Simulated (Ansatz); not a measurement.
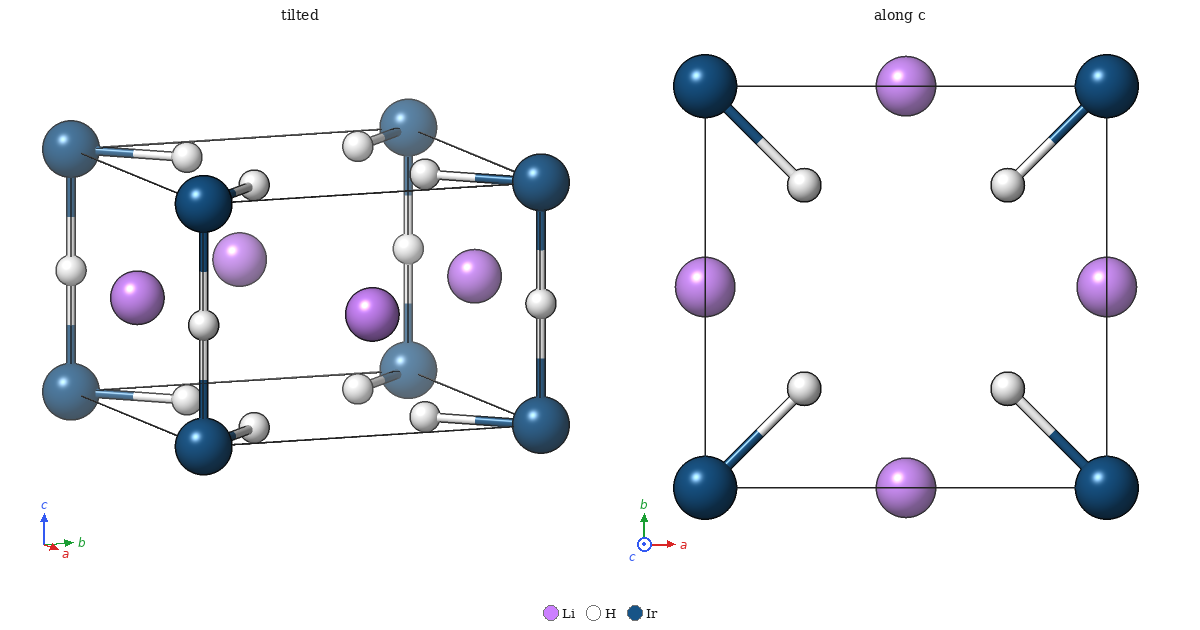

Ball-and-stick drawing of the structure, looking slightly off an axis and along the c axis. The wireframe shows the conventional unit cell.

Li$_{2}$H$_{5}$Ir, space group P4/mmm (No. 123), a = 4.812 Å, b = 4.812 Å, c = 3.264 Å, α = 90.00°, β = 90.00°, γ = 90.00°. Origin of the cell: a structure type filled with these elements by a generator (whether the compound takes this form wasn't checked). Earlier steps of the study, as a rule a relaxation of our own, may have changed the cell and positions, so they can lie some per cent off the listed ones. A calculation with Ansatz used it as input.

This one geometry was computed with Ansatz (DFT, plane waves, PAW) at three levels of theory: PBE with spin-orbit coupling, LDA and PBE.

Q: Which level gives the highest pressure at this volume, and what does that say about its equilibrium volume?

A: Highest: PBE with spin-orbit coupling (0.1 GPa) and PBE (0.0 GPa), which points to the largest equilibrium volume. Lowest, with the smallest volume: LDA (-3.2 GPa). Levels within 0.5 GPa of each other can't be told apart.

Q: How does the band gap change with the level of theory?

A: LDA: a metal; PBE: a metal; PBE with spin-orbit coupling: a gap of 0.05 eV, indirect.

Q: Collect the results in a table.

A:
| level | cutoff (eV) | k-mesh of the run's cell | gap (eV) | pressure (GPa) |
| --- | --- | --- | --- | --- |
| PBE with spin-orbit coupling | 420 | 8×8×12 | 0.05 | 0.1 |
| LDA | 420 | 8×8×12 | metal | -3.2 |
| PBE | 420 | 8×8×12 | metal | 0.0 |

Gaps are taken on the k-mesh or band path of each run.
